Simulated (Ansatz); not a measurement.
## Fields on a plane of CdSe (zinc blende)

```
CdSe
1.0
    0.00000     3.04091     3.04091
    3.04091     0.00000     3.04091
    3.04091     3.04091     0.00000
Se Cd
1 1
Direct
  0.75000   0.75000   0.75000
  0.00000   0.00000   0.00000
```

The slice is a {110} plane (indices of the conventional cell) through the point (0.000, 0.000, 0.000) (fractional), spanned by u = [100] and v = [1 -1 -1] in vectors of this cell: u (4.30 Å) and v (6.08 Å, at 90° to u). It covers one period; positions are fractions (u, v).

Atoms on it: Se at (0.50, 0.25); Cd at (0.00, 0.00).

Computed with PBEsol (plane waves to 420 eV, PAW, scalar-relativistic; Ansatz, a program for electronic structure). k mesh 9×9×9. Inside the PAW spheres the values are not all-electron values, and peaks at nuclei hang on which shells count as valence. CdSe was relaxed with its symmetry unable to fall.

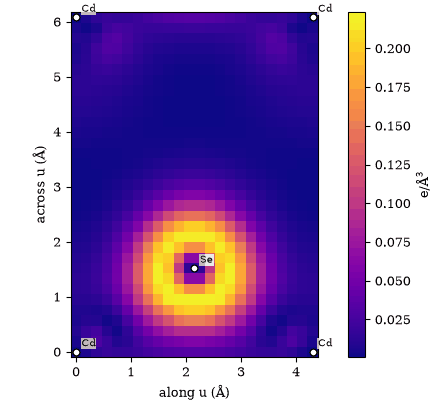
Figure: Density of the highest valence band (whole band, smooth part) in e/Å³, one period of the plane, atoms marked. 

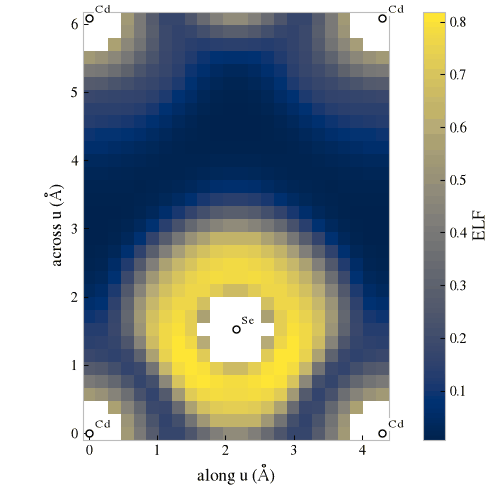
Figure: Electron localisation function (ELF), one period of the plane, atoms marked. Points within 0.5 Å of a nucleus are left white, as the pseudised field means little there.

The density on the Se–Cd line (2.63 Å) at its density minimum, 1.4 Å from Se is 0.38 e/Å³ and the ELF at that point comes out as 0.3. Element round which the density of the highest valence band (whole band, smooth part) is largest on this plane: Se.
